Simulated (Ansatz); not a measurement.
```xyz
5

Br    1.0788   -3.1329   -1.9552
Br    0.7087    1.3603    1.7260
Br   -2.4044    1.1219   -0.0466
Br    0.6478   -0.6006   -1.5401
Si   -0.1990    1.0994   -0.2810
```

Geometry: PBE0-D3(BJ)/pcseg-1.

Method: isolated molecule in a Gaussian basis; Kohn-Sham density functional theory, functional PBE0 (Ansatz).

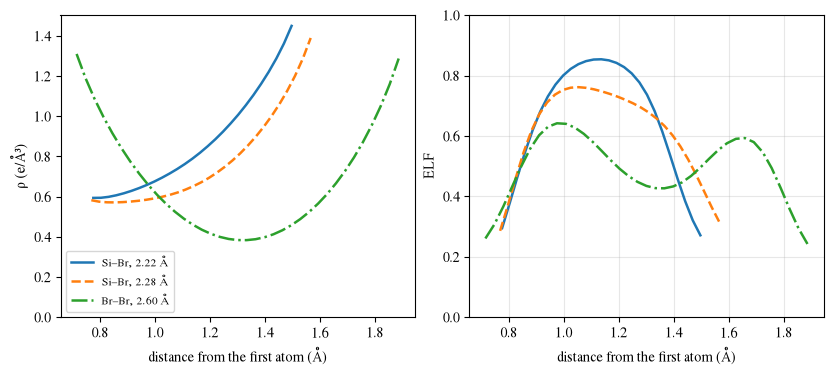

Br4Si (SMILES Br[Br+][Si-](Br)Br). Electron density and electron localisation function along straight lines between neighbouring atoms. The curves leave out the atomic cores.

Question: Compare the contacts.

Answer: Si–Br (2.22 Å): the density is about 0.76 e/Å³ at the midpoint; the ELF peaks at about 0.85 between the atoms: a polar covalent bond.
Si–Br (2.28 Å): ρ at the midpoint is about 0.65 e/Å³, with its minimum of 0.57 e/Å³ about 0.9 Å from Si; the ELF peaks at about 0.75 between the atoms, as expected for a polar covalent bond.
Br–Br (2.60 Å): ρ is about 0.38 e/Å³ halfway; the ELF peaks at about 0.65 in the valence shell of Br, 1.0 Å from its nucleus, and is about 0.45 at the midpoint.
